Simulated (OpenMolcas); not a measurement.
**Run report: Ru⁵⁺ complex, multiconfigurational calculation**

Ru⁵⁺ with 6 ligands (O; tetragonal octahedron, 1.94 Å), neutralised by 6 outer point charges of +1.2 e, whose field is part of the energies. Computed at this level: state-averaged SS-CASPT2, IPEA shift 0.25, imaginary shift 0.1 hartree, closed shells 4s 4p of the metal and the valence shells of the ligands correlated, active space 3 electrons in the shell 4d, basis ANO-RCC-VTZP on the metal and ANO-RCC-VDZP on the ligands, DKH2 scalar Hamiltonian, spin-orbit coupling by RASSI with atomic mean-field integrals (OpenMolcas).

**Log (extracts)**
```
--- CASPT2 ---
Orbital specifications:
      -----------------------

      Symmetry species                           1   2
                                                ag  au
      Frozen orbitals                           11   9
      Inactive orbitals                         13  15
      Active orbitals                            5   0
      Secondary orbitals                        49  50
      Deleted orbitals                           0   0
      Number of basis functions                 78  74
Type of calculation                        SS-CASPT2
      Fock operator                              state-specific
      IPEA shift                                 0.25
      Real shift                                 0.00
      Imaginary shift                            0.10
      The input orbitals will be transformed to quasi-canonical
Reference energy:       -4979.1374124612
      E2 (Non-variational):      -2.0361122713
      Shift correction:          -0.0036602052
      E2 (Variational):          -2.0397724765
      Total energy:           -4981.1771849376
      Residual norm:              0.0000003726
      Reference weight:           0.58242
      Contributions to the CASPT2 correlation energy
      Active & Virtual Only:         -0.0135289435
      One Inactive Excited:          -0.2464230303
      Two Inactive Excited:          -1.7761602974
Reference energy:       -4979.0279081676
      E2 (Non-variational):      -2.0353668099
      Shift correction:          -0.0037860069
      E2 (Variational):          -2.0391528167
      Total energy:           -4981.0670609843
      Residual norm:              0.0000004095
      Reference weight:           0.57873
      Contributions to the CASPT2 correlation energy
      Active & Virtual Only:         -0.0126994262
      One Inactive Excited:          -0.2494013428
      Two Inactive Excited:          -1.7732660409
::    CASPT2 Root  1     Total energy:  -4981.17718494
::    CASPT2 Root  2     Total energy:  -4981.06706098
::    CASPT2 Root  3     Total energy:  -4981.06706100
::    CASPT2 Root  4     Total energy:  -4981.06137419
::    CASPT2 Root  5     Total energy:  -4981.04375056
::    CASPT2 Root  6     Total energy:  -4981.01993923
::    CASPT2 Root  7     Total energy:  -4981.01993925
::    CASPT2 Root  8     Total energy:  -4980.93017829
::    CASPT2 Root  9     Total energy:  -4980.93017832
::    CASPT2 Root 10     Total energy:  -4980.92147529
--- CASPT2 ---
Orbital specifications:
      -----------------------

      Symmetry species                           1   2
                                                ag  au
      Frozen orbitals                           11   9
      Inactive orbitals                         13  15
      Active orbitals                            5   0
      Secondary orbitals                        49  50
      Deleted orbitals                           0   0
      Number of basis functions                 78  74
Type of calculation                        SS-CASPT2
      Fock operator                              state-specific
      IPEA shift                                 0.25
      Real shift                                 0.00
      Imaginary shift                            0.10
      The input orbitals will be transformed to quasi-canonical
Reference energy:       -4979.0751938796
      E2 (Non-variational):      -2.0623483665
      Shift correction:          -0.0037851577
      E2 (Variational):          -2.0661335242
      Total energy:           -4981.1413274037
      Residual norm:              0.0000004899
      Reference weight:           0.57735
      Contributions to the CASPT2 correlation energy
      Active & Virtual Only:         -0.0180833853
      One Inactive Excited:          -0.2514392667
      Two Inactive Excited:          -1.7928257145
Reference energy:       -4979.0743979964
      E2 (Non-variational):      -2.0616761431
      Shift correction:          -0.0037525593
      E2 (Variational):          -2.0654287024
      Total energy:           -4981.1398266988
      Residual norm:              0.0000003168
      Reference weight:           0.57775
      Contributions to the CASPT2 correlation energy
      Active & Virtual Only:         -0.0178732048
      One Inactive Excited:          -0.2508948977
      Two Inactive Excited:          -1.7929080406
::    CASPT2 Root  1     Total energy:  -4981.14132740
::    CASPT2 Root  2     Total energy:  -4981.13982670
::    CASPT2 Root  3     Total energy:  -4981.14172572
::    CASPT2 Root  4     Total energy:  -4981.14172572
::    CASPT2 Root  5     Total energy:  -4981.14606883
::    CASPT2 Root  6     Total energy:  -4981.10973511
::    CASPT2 Root  7     Total energy:  -4981.10973510
::    CASPT2 Root  8     Total energy:  -4981.11762554
::    CASPT2 Root  9     Total energy:  -4981.05235854
::    CASPT2 Root 10     Total energy:  -4981.05235853
::    CASPT2 Root 11     Total energy:  -4981.05121017
::    CASPT2 Root 12     Total energy:  -4981.04888607
::    CASPT2 Root 13     Total energy:  -4981.04093072
::    CASPT2 Root 14     Total energy:  -4981.04093073
::    CASPT2 Root 15     Total energy:  -4981.04760382
::    CASPT2 Root 16     Total energy:  -4981.03976306
::    CASPT2 Root 17     Total energy:  -4981.02919464
::    CASPT2 Root 18     Total energy:  -4981.01614107
::    CASPT2 Root 19     Total energy:  -4981.02405563
::    CASPT2 Root 20     Total energy:  -4981.00997569
::    CASPT2 Root 21     Total energy:  -4981.00997459
::    CASPT2 Root 22     Total energy:  -4980.99108971
::    CASPT2 Root 23     Total energy:  -4980.99108970
::    CASPT2 Root 24     Total energy:  -4981.00858511
::    CASPT2 Root 25     Total energy:  -4980.99962358
::    CASPT2 Root 26     Total energy:  -4980.94531158
::    CASPT2 Root 27     Total energy:  -4980.93903591
::    CASPT2 Root 28     Total energy:  -4980.93903590
::    CASPT2 Root 29     Total energy:  -4980.95186055
::    CASPT2 Root 30     Total energy:  -4980.91972995
```

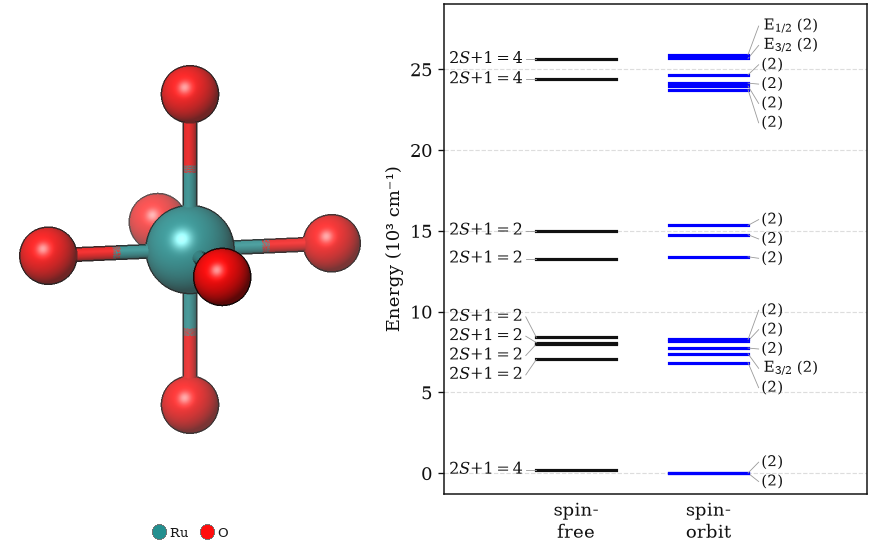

Figure 1. Ru⁵⁺ (4d³) with 6 ligands, O²⁻, at 1.94 Å (arrangement: tetragonal octahedron, D4h), axial distortion 1.089, neutralised by outer point charges of +1.2 e, and its levels. Labels give the representation in O, Td, D4 or D3 as the site allows (double group for half-integer spin) where it could be assigned and, in brackets, the degeneracy; spin-free states, where drawn, share the zero of the spin-orbit levels. The ground level is a Kramers doublet, 99 % from states of spin multiplicity 4. Its principal g values are 1.93, 3.85 and 3.85, easy-plane. The next level lies at 8.1 cm⁻¹.

**The input**
```
&GATEWAY
Coord
7

Ru 0.0 0.0 0.0
O 1.940000 0.000000 0.000000
O 0.000000 1.940000 0.000000
O -1.940000 0.000000 0.000000
O 0.000000 -1.940000 0.000000
O 0.000000 0.000000 2.112660
O 0.000000 0.000000 -2.112660
Basis=Ru.ANO-RCC-VTZP,O.ANO-RCC-VDZP
Group=XYZ
NoMove
AngMom=0.0 0.0 0.0
AMFI
RICD
XField
3 Angstrom 0
4.540000 0.000000 0.000000 1.166667
0.000000 4.540000 0.000000 1.166667
0.000000 0.000000 4.712660 1.166667
&SEWARD
&RASSCF
FileOrb=start.orb
Symmetry=1
Spin=4
nActEl=3 0 0
Inactive=24 24
Ras2=5 0
CIRoot=10 10 1
SDav=10
CIMx=300
Iter=150 100
PrWF=0.3
OrbListing=Nothing
MaxOrb=0
LevShft=1.0
>>> COPY $Project.JobIph JOB001
&RASSCF
FileOrb=start.orb
Symmetry=1
Spin=2
nActEl=3 0 0
Inactive=24 24
Ras2=5 0
CIRoot=40 40 1
SDav=40
CIMx=300
Iter=150 100
PrWF=0.3
OrbListing=Nothing
MaxOrb=0
LevShft=1.0
>>> COPY $Project.JobIph JOB002
&RASSI
NrOfJobIphs=2 10 40
1 2 3 4 5 6 7 8 9 10
1 2 3 4 5 6 7 8 9 10 11 12 13 14 15 16 17 18 19 20 21 22 23 24 25 26 27
28 29 30 31 32 33 34 35 36 37 38 39 40
IphNames
JOB001
JOB002
EJob
SpinOrbit
DIPRint=1.0
SOCoupling=1000.0
Subsets=2
Property=9
'ANGMOM' 1 'ANGMOM' 2 'ANGMOM' 3 'MLTPL  1' 1 'MLTPL  1' 2 'MLTPL  1' 3
'AMFI' 1 'AMFI' 2 'AMFI' 3
SOProperty=3
'ANGMOM' 1 'ANGMOM' 2 'ANGMOM' 3
>>> COPY JOB001 $Project.JobIph
&CASPT2
Multistate=10 1 2 3 4 5 6 7 8 9 10
NoMult
Frozen=11 9
IPEA=0.25
Imaginary=0.1
MaxIter=60
WThr=0.0 0.3 0.05
PrWF=0.5
NoMix
>>> COPY JOB002 $Project.JobIph
&CASPT2
Multistate=40 1 2 3 4 5 6 7 8 9 10 11 12 13 14 15 16 17 18 19 20 21 22
23 24 25 26 27 28 29 30 31 32 33 34 35 36 37 38 39 40
NoMult
Frozen=11 9
IPEA=0.25
Imaginary=0.1
MaxIter=60
WThr=0.0 0.3 0.05
PrWF=0.5
NoMix
```

The file start.orb holds starting orbitals from an earlier step. A driver script formed the levels outside the program, from RASSI's spin-orbit matrix and the CASPT2 energies (for multi-state variants, the effective Hamiltonian), averaged over the components of each term or state. The log and the time are those of the CASPT2 step.

Command:
```bash
OMP_NUM_THREADS=1 MOLCAS_MEM=2457 MOLCAS_PROJECT=a pymolcas a.inp > a.log  # once for each step of the input, in one work folder
```

**Key numbers**

- outcome: converged
- energy of the lowest spin-free term: −4981.17718 hartree
- energy of the lowest spin-orbit level: −4981.17814 hartree
- CASPT2 correlation energy: −2.0398 hartree
- largest spread among components of a term: 0.2 cm⁻¹
- lowest reference weight: 0.555
- hardware: 1 thread of Arm Neoverse V2, 24 GiB of memory available, shared host
- wall time: 3 min
- peak memory: 0.4 GiB

**Notes**

Limits: covalent bonds, ligand orbitals missing from the active space; bare point charges leave oxide and sulfide ligands too diffuse, field too small; distances are set from ionic radii, not optimised.
